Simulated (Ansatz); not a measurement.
**SiNH₂+ (triplet): correlated methods under varied settings**

What do other methods and options give for SiNH₂+ (triplet) at this geometry, and how long do they take?

Program: Ansatz 0.2.0, Gaussian basis. Level of theory: the settings change from run to run. These are calculated values, not measurements.

19 further runs of the same task are left out: 8 that didn't finish, 11 set aside as unsound or not needed.

## 1. The geometry

The geometry is a PBE0/def2-TZVP stationary point (not a proven minimum) of the parent state, kept for this charge and spin.

4 atoms, charge 1, spin multiplicity 3.

Atoms are counted from 1 here; the program's logs count them from 0.

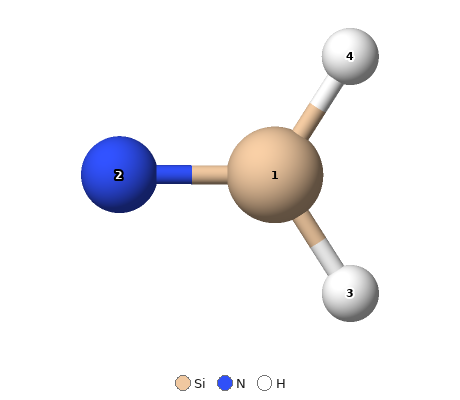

The geometry (silicon light orange, nitrogen blue, hydrogen white); atoms are numbered from 1 in the order of the file.

## 2. CISD/STO-3G

File in.yaml:

```yaml
crystal:
  periodic: [false, false, false]
  atoms:
    - {symbol: Si, position_ang: [0.000000, 0.000000, 0.483733]}
    - {symbol: N, position_ang: [0.000000, 0.000000, -1.153819]}
    - {symbol: H, position_ang: [0.000000, 1.251593, 1.277509]}
    - {symbol: H, position_ang: [0.000000, -1.251594, 1.277509]}
basis:
  gaussian: {orbitals: STO-3G, fitting: {mean_field: def2-universal-jkfit}}
total_charge: 1
magnetization: {spin_polarized: false, initial_magnetization: 2}
correlation: {active_space: {ras: {orbitals: [10, 2, 4], electrons: 22, max_holes: 2, max_particles: 2}, fixed_orbitals: true}}
```

Started as:

```bash
> ansatz run in.yaml --threads 1 --pin off --events-out ev --progress --plain --max-ram 2393MiB
```

Standard output:

```text
Functional definition: HF
  name "HF"
  cite "Fock, Z. Phys. 61, 126 (1930) doi:10.1007/BF01340294"
  parent pbe
  exchange = exact_x
  correlation = 0
241 factors; integrals over basis functions are off by at most 7.5e-3 eV
mean field evaluation 1: about -9252.1490 eV, gradient 2.4e1 eV
mean field evaluation 2: about -9253.3748 eV, gradient 2.3e1 eV
mean field evaluation 4: about -9257.0164 eV, gradient 2.6e0 eV
mean field evaluation 8: about -9257.0731 eV, gradient 5.5e-5 eV
mean field evaluation 16: about -9256.0048 eV, gradient 7.1e-1 eV
mean field evaluation 32: about -9255.9038 eV, gradient 2.8e-1 eV
mean field -9257.07307122 eV, -340.1911606978 hartree, gradient 1.3e-6 eV, S^2 2.000000; 7 other end points of the search recorded, 0 dependent functions left out
reference -9257.07307122 eV, -340.1911606978 hartree; 12, 10 occupied and 4, 6 virtual orbitals, 241 factors
state -9259.11055443 eV, -340.2660368246 hartree
Total energy: -9259.11055443 eV, -340.2660368246 hartree
```

It took 0.72 s on 1 thread of Arm Neoverse V1, shared host.

From the report: 3,792 determinants.

## 3. NEVPT2(4,4)/6-31G

File in.yaml:

```yaml
crystal:
  periodic: [false, false, false]
  atoms:
    - {symbol: Si, position_ang: [0.000000, 0.000000, 0.483733]}
    - {symbol: N, position_ang: [0.000000, 0.000000, -1.153819]}
    - {symbol: H, position_ang: [0.000000, 1.251593, 1.277509]}
    - {symbol: H, position_ang: [0.000000, -1.251594, 1.277509]}
basis:
  gaussian: {orbitals: 6-31G}
total_charge: 1
magnetization: {spin_polarized: false, initial_magnetization: 2}
correlation: {method: sc_nevpt2, electrons: all, active_space: {window: {electrons: 4, orbitals: 4}}}
accuracy: high
scf: {lower_state_search: light}
output: {forces: true}
```

The command is unchanged.

Standard output (excerpt; [...] marks lines left out):

```text
Functional definition: HF
  name "HF"
  cite "Fock, Z. Phys. 61, 126 (1930) doi:10.1007/BF01340294"
  parent pbe
[...]
602 factors; integrals over basis functions are off by at most 3.6e-9 eV
[...]
mean field -9361.75528561 eV, -344.0381611206 hartree, gradient 2.1e-8 eV, S^2 2.000000; 6 other end points of the search recorded, 0 dependent functions left out
reference -9361.75528561 eV, -344.0381611206 hartree; 12, 10 occupied and 14, 16 virtual orbitals, 602 factors
state -9362.21796684 eV, -344.0551643423 hartree
state -9362.21796684 eV, -344.0551643423 hartree; corrected -9364.55946521 eV, -344.1412128202 hartree
[...]
Total energy: -9364.55946521 eV, -344.1412128202 hartree
Atom 0 at     0.000000     0.000000     0.483733 Å, force    -0.000000     0.000000     8.319934 eV/Å
Atom 1 at     0.000000     0.000000    -1.153819 Å, force     0.000000     0.000000    -7.911499 eV/Å
Atom 2 at     0.000000     1.251593     1.277509 Å, force     0.000000     0.226587    -0.204217 eV/Å
Atom 3 at     0.000000    -1.251594     1.277509 Å, force    -0.000000    -0.226587    -0.204217 eV/Å
Dipole moment:    -0.000000    -0.000000     0.688784 e Å
```

It took 1.8 s on 1 thread of Arm Neoverse V1, shared host.

From the report: 10 determinants; active occupations 1.98, 1.00, 1.00, 0.02.

## 4. CCSD(T) on UHF/def2-SVP

File in.yaml:

```yaml
crystal:
  periodic: [false, false, false]
  atoms:
    - {symbol: Si, position_ang: [0.000000, 0.000000, 0.483733]}
    - {symbol: N, position_ang: [0.000000, 0.000000, -1.153819]}
    - {symbol: H, position_ang: [0.000000, 1.251593, 1.277509]}
    - {symbol: H, position_ang: [0.000000, -1.251594, 1.277509]}
basis:
  gaussian: {orbitals: def2-SVP}
total_charge: 1
magnetization: {spin_polarized: true, initial_magnetization: 2}
correlation: {method: ccsd_t, electrons: valence}
```

Same command.

Standard output (excerpt; [...] marks lines left out):

```text
Functional definition: HF
  name "HF"
  cite "Fock, Z. Phys. 61, 126 (1930) doi:10.1007/BF01340294"
  parent pbe
[...]
410 factors; integrals over basis functions are off by at most 1.1e-3 eV
[...]
mean field -9360.77079775 eV, -344.0019818590 hartree, gradient 2.1e-6 eV, S^2 2.008804; 8 other end points of the search recorded, 0 dependent functions left out
determinant -9360.77079775 eV, -344.0019818590 hartree, with singles and doubles -9366.30116500 eV, -344.2052191067 hartree
determinant -9360.01688546 eV, -343.9742760932 hartree, with singles and doubles -9365.72385385 eV, -344.1840033135 hartree
determinant -9359.05279527 eV, -343.9388464322 hartree, with singles and doubles -9364.57567819 eV, -344.1418086362 hartree
6 core orbitals not correlated: weight in the atoms' cores, before any rotation towards them, 1.000 or more for the frozen orbitals, at most 0.000 for the correlated occupied ones
reference -9360.77079775 eV, -344.0019818590 hartree; 6, 4 occupied and 30, 32 virtual orbitals, 410 factors
second order -4.58615495 eV of doubles, -0.00000000 eV of singles
cycle   1  -5.53072761 eV  change   -3.6e-4 eV  update   1.0e-3
[...]
cycle   7  -5.53150259 eV  change    1.1e-6 eV  update   3.1e-6
perturbative correction -0.12170177 eV, -0.0044724577 hartree
Total energy: -9366.42400211 eV, -344.2097332874 hartree
```

It took 2 s on 1 thread of Arm Neoverse V1, shared host.

From the report: ⟨S²⟩ of the determinant 2.009 (pure triplet: 2.00); correlation -5.6532 eV; T1 0.019; largest double amplitude 0.03.

## 5. CCSD/cc-pVDZ

in.yaml: that of step 4 with these lines changed.

```diff
@@ -8,5 +8,6 @@
 basis:
-  gaussian: {orbitals: def2-SVP}
+  gaussian: {orbitals: cc-pVDZ}
 total_charge: 1
 magnetization: {spin_polarized: true, initial_magnetization: 2}
-correlation: {method: ccsd_t, electrons: valence}
+hamiltonian: {xc: {name: PBE0}}
+correlation: {method: ccsd, electrons: outside_noble_gas}
```

Launched as before.

Standard output (excerpt; [...] marks lines left out):

```text
Functional definition: PBE0
  name "PBE0"
  cite "Adamo & Barone, J. Chem. Phys. 110, 6158 (1999) doi:10.1063/1.478522"
  cite "Perdew, Burke & Ernzerhof, Phys. Rev. Lett. 77, 3865 (1996) doi:10.1103/PhysRevLett.77.3865"
  parent pbe
[...]
405 factors; integrals over basis functions are off by at most 1.2e-3 eV
[...]
mean field -9381.62593629 eV, -344.7683940643 hartree, gradient 5.0e-6 eV, S^2 2.004147; 3 other end points of the search recorded, 0 dependent functions left out
6 core orbitals not correlated: weight in the atoms' cores, before any rotation towards them, 1.000 or more for the frozen orbitals, at most 0.000 for the correlated occupied ones
reference -9364.28533912 eV, -344.1311388721 hartree; 6, 4 occupied and 30, 32 virtual orbitals, 405 factors
second order -4.91302215 eV of doubles, -0.22435716 eV of singles
cycle   1  -5.63410785 eV  change   -5.0e-1 eV  update   6.0e-2
[...]
cycle  10  -5.87431106 eV  change    6.2e-6 eV  update   1.1e-5
Total energy: -9370.15965018 eV, -344.3470158219 hartree
```

Run time: 2.6 s. Hardware: 1 thread of Arm Neoverse V1, shared host.

From the report: ⟨S²⟩ of the determinant 2.004 (pure triplet: 2.00); correlation -5.8743 eV; T1 0.016; largest double amplitude 0.03. The orbitals are Kohn-Sham ones, so correlation energy and T1 don't compare with those on Hartree-Fock orbitals.

## 6. BCCD on ROHF/cc-pVDZ

in.yaml: that of step 5 with these lines changed.

```diff
@@ -10,4 +10,5 @@
 total_charge: 1
-magnetization: {spin_polarized: true, initial_magnetization: 2}
-hamiltonian: {xc: {name: PBE0}}
-correlation: {method: ccsd, electrons: outside_noble_gas}
+magnetization: {spin_polarized: false, initial_magnetization: 2}
+correlation: {method: bccd, electrons: valence}
+accuracy: high
+output: {forces: true}
```

The command is unchanged.

Standard output (excerpt; [...] marks lines left out):

```text
Functional definition: HF
  name "HF"
  cite "Fock, Z. Phys. 61, 126 (1930) doi:10.1007/BF01340294"
  parent pbe
[...]
898 factors; integrals over basis functions are off by at most 3.6e-9 eV
[...]
mean field -9364.52738726 eV, -344.1400339770 hartree, gradient 2.5e-8 eV, S^2 2.000000; 8 other end points of the search recorded, 0 dependent functions left out
[...]
determinant -9364.52738726 eV, -344.1400339770 hartree, with singles and doubles -9370.22150870 eV, -344.3492890805 hartree
determinant -9363.55013346 eV, -344.1041205625 hartree, with singles and doubles -9369.53322798 eV, -344.3239952306 hartree
determinant -9362.67062679 eV, -344.0717992883 hartree, with singles and doubles -9368.34914925 eV, -344.2804811398 hartree
6 core orbitals not correlated: weight in the atoms' cores, before any rotation towards them, 1.000 or more for the frozen orbitals, at most 0.000 for the correlated occupied ones
reference -9364.52738726 eV, -344.1400339770 hartree; 6, 4 occupied and 30, 32 virtual orbitals, 898 factors
second order -4.63965415 eV of doubles, -0.08964003 eV of singles
cycle   1  -5.68807297 eV  change    6.0e-3 eV  update   5.9e-3
[...]
cycle  20  -5.68643333 eV  change  -6.3e-10 eV  update   1.0e-9
[...]
Total energy: -9370.21382058 eV, -344.3490065473 hartree
Atom 0 at     0.000000     0.000000     0.483733 Å, force     0.000000     0.000000     5.847242 eV/Å
Atom 1 at     0.000000     0.000000    -1.153819 Å, force    -0.000000    -0.000000    -5.268153 eV/Å
Atom 2 at     0.000000     1.251593     1.277509 Å, force    -0.000000     0.096565    -0.289544 eV/Å
Atom 3 at     0.000000    -1.251594     1.277509 Å, force    -0.000000    -0.096565    -0.289544 eV/Å
Dipole moment:    -0.000000     0.000000     0.567099 e Å
```

Wall time 9 s (1 thread of Arm Neoverse V1, shared host).

From the report: correlation -5.6864 eV; largest double amplitude 0.03.

## 7. All runs side by side

Where basis and cores are those of an earlier UCCSDT(Q)/cc-pVDZ run (-9370.3806 eV), and the state is the same kind, the miss against it is given.

```
                          level         correlated  functions  energy (eV)  from UCCSDT(Q) (meV)    time
                    CISD/STO-3G                all         16   -9259.1106                        0.72 s
              NEVPT2(4,4)/6-31G                all         26   -9364.5595                         1.8 s
        CCSD(T) on UHF/def2-SVP            valence         42   -9366.4240                           2 s
CCSD/cc-pVDZ (on PBE0 orbitals)  outside noble gas         42   -9370.1597                 221.0   2.6 s
           BCCD on ROHF/cc-pVDZ            valence         42   -9370.2138                 166.8     9 s
```

## 8. Results

| quantity | value |
| --- | --- |
| runs | 5 |
| quickest | CISD/STO-3G, 0.72 s |
| slowest | BCCD on ROHF/cc-pVDZ, 9 s |

**Reading.** Total energies in different bases, with other cores or another treatment of relativity can't be set against each other. BCCD on ROHF/cc-pVDZ took 13 times as long as CISD/STO-3G; the jobs differ in more than the method. Among the correlated runs with a miss given, it spans +167 to +221 meV. Cores frozen from Kohn-Sham orbitals shift the total energy.
